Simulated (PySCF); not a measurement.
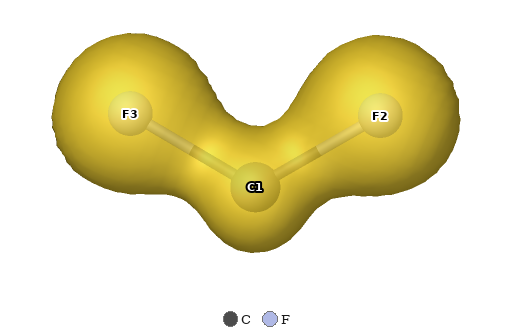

CF2 (SMILES F[C]F) (triplet). Isosurface of the electron density at 1 e/Å³ (yellow), seen across its widest extent.

Geometry: PBE0-D3(BJ)/def2-SVP.

The calculation used UKS B3LYP, IGLO-III on C F, non-relativistic, mean-field spin-orbit, GIAO (PySCF).

The calculation's input:

```
{"job": {"kind": "epr"}, "charge": 0, "multiplicity": 3}
C      0.168508    -0.411811    -0.022158
F      0.953380     0.632529     0.010733
F     -1.128103    -0.252974     0.004815
```

Command:

```sh
OMP_NUM_THREADS=1 python cluster_run.py task.json out
```

How is the density connected at this value?

Answer. At this value the surface is in one piece. It bridges the sampled C–F (1.31 Å) contacts, where the density stays above the isovalue. On the grid the lowest density along these lines, outside the cores, is 1.9 e/Å³ (C–F, 1.31 Å).
